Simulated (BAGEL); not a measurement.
# BN2H5O (SMILES NB(N)O) at HF/cc-pVDZ (density fitting with qzvpp-jkfit)

What is the energy change on altering one bond length of BN2H5O at HF/cc-pVDZ (density fitting with qzvpp-jkfit)? 

The results are computed with BAGEL 1.2.2.

1 further run of the same task is left out (set aside as unsound or not needed).

### 1 The system as given

BN2H5O: 9 atoms, total charge 0, spin state singlet. SMILES: `NB(N)O`. The coordinates come from a PBE0-D4/def2-TZVP relaxation.

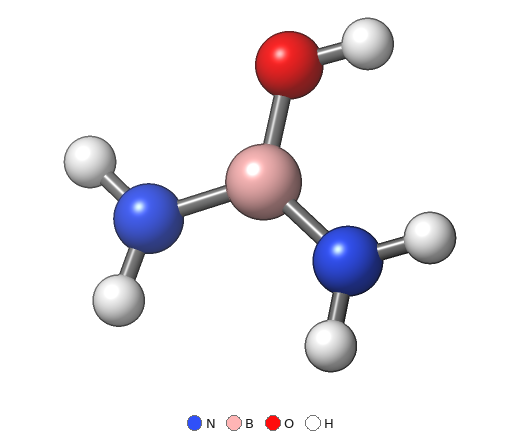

Viewed from a chosen angle; nitrogen blue, boron pink, oxygen red, hydrogen white.

### 2 A single-point energy at HF/cc-pVDZ (density fitting with qzvpp-jkfit)

File job.json:

```json
{ "bagel" : [

{
  "title" : "molecule",
  "basis" : "cc-pvdz.json",
  "df_basis" : "qzvpp-jkfit",
  "angstrom" : true,
  "geometry" : [
    { "atom" : "N", "xyz" : [      -0.441600,       0.751400,      -0.892900 ] },
    { "atom" : "B", "xyz" : [      -0.082800,      -0.088000,       0.198400 ] },
    { "atom" : "N", "xyz" : [       1.187800,      -0.706100,       0.277100 ] },
    { "atom" : "O", "xyz" : [      -0.955400,      -0.345100,       1.240700 ] },
    { "atom" : "H", "xyz" : [      -1.333400,       1.201500,      -0.978200 ] },
    { "atom" : "H", "xyz" : [       0.177000,       0.949400,      -1.657000 ] },
    { "atom" : "H", "xyz" : [       1.428400,      -1.295400,       1.052100 ] },
    { "atom" : "H", "xyz" : [       1.910600,      -0.605300,      -0.408900 ] },
    { "atom" : "H", "xyz" : [      -1.802000,       0.091400,       1.151700 ] }
  ]
},

{
  "title" : "hf"
},

{
  "title" : "print",
  "file" : "orbitals.molden",
  "orbitals" : true
}

]}
```

The basis set cc-pVDZ is read from a file made from the Basis Set Exchange's data (not shown).

Run with:

```console
$ BAGEL_NUM_THREADS=1 BAGEL job.json > job.out
```

Log:

```text
* using 1 threads per process

  ===============================================================
  ===============================================================

  *** Geometry ***

  { "atom" : "N", "xyz" : [     -0.834503,      1.419940,     -1.687336 ] },
  { "atom" : "B", "xyz" : [     -0.156469,     -0.166296,      0.374922 ] },
  { "atom" : "N", "xyz" : [      2.244617,     -1.334336,      0.523643 ] },
  { "atom" : "O", "xyz" : [     -1.805444,     -0.652144,      2.344583 ] },
  { "atom" : "H", "xyz" : [     -2.519761,      2.270506,     -1.848530 ] },
  { "atom" : "H", "xyz" : [      0.334482,      1.794106,     -3.131276 ] },
  { "atom" : "H", "xyz" : [      2.699285,     -2.447951,      1.988181 ] },
  { "atom" : "H", "xyz" : [      3.610511,     -1.143851,     -0.772709 ] },
  { "atom" : "H", "xyz" : [     -3.405286,      0.172721,      2.176398 ] },

  Number of auxiliary basis functions:      396

  Since a DF basis is specified, we compute 2- and 3-index integrals:
    o Being stored without compression. Storage requirement is 0.021 GB

  Number of basis functions:       81
  Number of electrons      :       32

    * METHOD: MOLECULE                             0.13

  *** RHF ***

  === Nuclear Repulsion ===
   117.0021557346

      * DIIS with orbital gradients will be used.

  === RHF iteration (cc-pvdz.json) ===
      0       -211.14291714          0.02336355           0.05
      1       -211.42291339          0.01283842           0.06
      2       -211.51156517          0.00158005           0.05
      3       -211.51293878          0.00048798           0.05
      4       -211.51306688          0.00010639           0.06
      5       -211.51307360          0.00001673           0.05
      6       -211.51307383          0.00000570           0.05
      7       -211.51307385          0.00000161           0.05
      8       -211.51307385          0.00000042           0.05
      9       -211.51307385          0.00000015           0.05
     10       -211.51307385          0.00000007           0.05
     11       -211.51307385          0.00000002           0.05
     12       -211.51307385          0.00000001           0.05
    * SCF iteration converged.

    * Permanent dipole moment:
           (    0.064395,    -0.421105,     0.632768) a.u.

    * METHOD: HF                                   0.82

    * METHOD: PRINT                                0.01

  ===============================================================
```

It took 1.1 s on 1 thread of Intel Xeon 6975P-C (Granite Rapids), shared host; peak memory 0.098 GiB.

### 3 The distorted shape, same level

File input.json:

```json
{ "bagel": [

{
  "title": "molecule",
  "basis": "cc-pvdz.json",
  "df_basis": "qzvpp-jkfit",
  "angstrom": true,
  "geometry": [
    { "atom": "N", "xyz": [      -0.534400,       0.721697,      -0.778273 ] },
    { "atom": "B", "xyz": [      -0.175600,      -0.117703,       0.313027 ] },
    { "atom": "N", "xyz": [       1.095000,      -0.735803,       0.391727 ] },
    { "atom": "O", "xyz": [      -1.048200,      -0.374803,       1.355327 ] },
    { "atom": "H", "xyz": [      -1.426200,       1.171797,      -0.863573 ] },
    { "atom": "H", "xyz": [       0.177000,       0.949400,      -1.657000 ] },
    { "atom": "H", "xyz": [       1.335600,      -1.325103,       1.166727 ] },
    { "atom": "H", "xyz": [       1.817800,      -0.635003,      -0.294273 ] },
    { "atom": "H", "xyz": [      -1.894800,       0.061697,       1.266327 ] }
  ]
},

{ "title": "hf" },

{ "title": "print", "file": "orbitals.molden", "orbitals": true }

]}
```

The basis set cc-pVDZ is read from a file made from the Basis Set Exchange's data (not shown).

Run with:

```console
$ BAGEL_NUM_THREADS=1 BAGEL input.json > input.out
```

Log:

```text
* using 1 threads per process

  ===============================================================
  ===============================================================

  *** Geometry ***

  { "atom" : "N", "xyz" : [     -1.009870,      1.363810,     -1.470723 ] },
  { "atom" : "B", "xyz" : [     -0.331836,     -0.222426,      0.591535 ] },
  { "atom" : "N", "xyz" : [      2.069250,     -1.390466,      0.740257 ] },
  { "atom" : "O", "xyz" : [     -1.980811,     -0.708275,      2.561197 ] },
  { "atom" : "H", "xyz" : [     -2.695127,      2.214375,     -1.631916 ] },
  { "atom" : "H", "xyz" : [      0.334482,      1.794106,     -3.131276 ] },
  { "atom" : "H", "xyz" : [      2.523918,     -2.504082,      2.204794 ] },
  { "atom" : "H", "xyz" : [      3.435144,     -1.199982,     -0.556095 ] },
  { "atom" : "H", "xyz" : [     -3.580653,      0.116590,      2.393011 ] },

  Number of auxiliary basis functions:      396

  Since a DF basis is specified, we compute 2- and 3-index integrals:
    o Being stored without compression. Storage requirement is 0.021 GB

  Number of basis functions:       81
  Number of electrons      :       32

    * METHOD: MOLECULE                             0.23

  *** RHF ***

  === Nuclear Repulsion ===
   116.3357902956

      * DIIS with orbital gradients will be used.

  === RHF iteration (cc-pvdz.json) ===
      0       -211.12087445          0.02327341           0.05
      1       -211.40079028          0.01307121           0.05
      2       -211.49413432          0.00158793           0.05
      3       -211.49562402          0.00043726           0.05
      4       -211.49572647          0.00011740           0.05
      5       -211.49573501          0.00001989           0.05
      6       -211.49573534          0.00000676           0.06
      7       -211.49573538          0.00000243           0.06
      8       -211.49573539          0.00000060           0.05
      9       -211.49573539          0.00000022           0.05
     10       -211.49573539          0.00000010           0.05
     11       -211.49573539          0.00000004           0.05
     12       -211.49573539          0.00000001           0.05
    * SCF iteration converged.

    * Permanent dipole moment:
           (    0.050732,    -0.427444,     0.652815) a.u.

    * METHOD: HF                                   0.81

    * METHOD: PRINT                                0.01

  ===============================================================
```

Wall time 1.3 s (1 thread of Intel Xeon 6975P-C (Granite Rapids), shared host); peak memory 0.097 GiB.

### 4 Results

Level: HF/cc-pVDZ (density fitting with qzvpp-jkfit).

| quantity | value |
| --- | --- |
| first shape: total energy | -211.51307 Eh |
| first shape: dipole moment | 1.94 D |
| first shape: HOMO energy | -10.09 eV |
| first shape: LUMO energy | 4.76 eV |
| first shape: HOMO–LUMO gap | 14.85 eV |
| distorted shape: total energy | -211.49574 Eh |
| distorted shape: dipole moment | 1.99 D |
| distorted shape: HOMO energy | -10.05 eV |
| distorted shape: LUMO energy | 4.52 eV |
| distorted shape: HOMO–LUMO gap | 14.57 eV |
| energy change with the N1–H6 bond stretched from 1.003 to 1.153 Å | 0.472 eV |

With the N1–H6 bond stretched from 1.003 to 1.153 Å the energy rises by 0.47 eV (10.9 kcal/mol). The first shape isn't relaxed at this level, so the change isn't measured from a minimum.
